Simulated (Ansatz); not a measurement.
| atom | x (Å) | y (Å) | z (Å) |
| --- | --- | --- | --- |
| Ge | 0.0006 | 0.0000 | -0.6193 |
| H | -0.0001 | 0.0000 | 3.0861 |
| H | 1.4711 | 0.0000 | -1.1012 |
| H | -0.7348 | 1.2735 | -1.1008 |
| H | -0.7348 | -1.2735 | -1.1008 |
| H | -0.0005 | 0.0000 | 3.8475 |

Method: Ansatz 0.2.0, UKS B3LYP/def2-SVP.

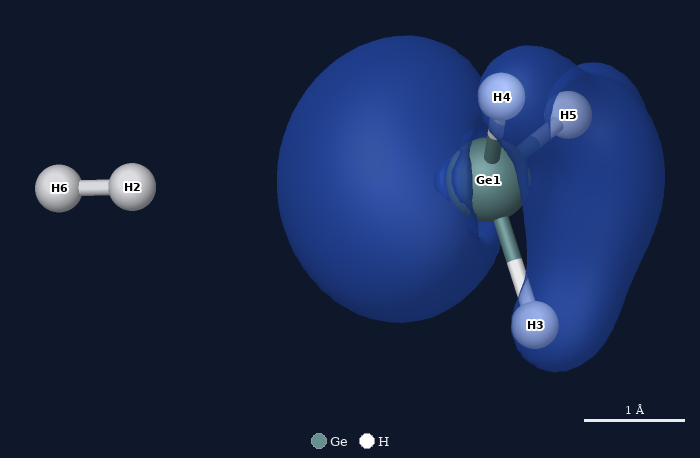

GeH₃···H₂ (doublet). Isosurfaces of the spin density at +0.015 (blue) and −0.015 e/Å³ (red), seen at a tilt.

**Where is the unpaired spin?**

The unpaired spin (1 electron) lies mostly on Ge1 (about 0.8), in electrons by Hirshfeld's partition.
